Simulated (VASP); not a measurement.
Band structure of Si (diamond). All values below come from optB86b-vdW, VASP's PBE PAW potentials (set 64) (plane waves; VASP 6.6.1).

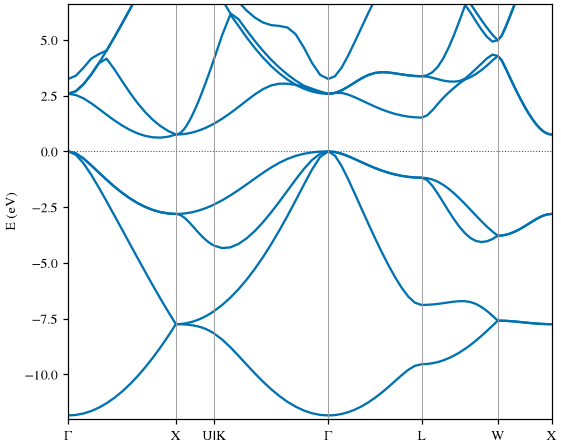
Figure: Bands along high-symmetry lines, zero at the valence-band maximum or, without a gap, the Fermi level

Q: Read the plot: is there a gap, and where are the band edges?

A: The gap is indirect, 0.62 eV, from the valence maximum at Γ to the conduction minimum at Γ-X at 0.86. (Edges off the drawn lines would not show.)

Measured: gap 1.23 eV (computed value off by -0.61 eV), as given by Wei Chen et al., Physical Review Materials (2018), doi:10.1103/physrevmaterials.2.073803 [zero-point renormalisation of 0.06 eV added back (the table's ZPR column)].

The compound is Si in the diamond structure. It was relaxed first.
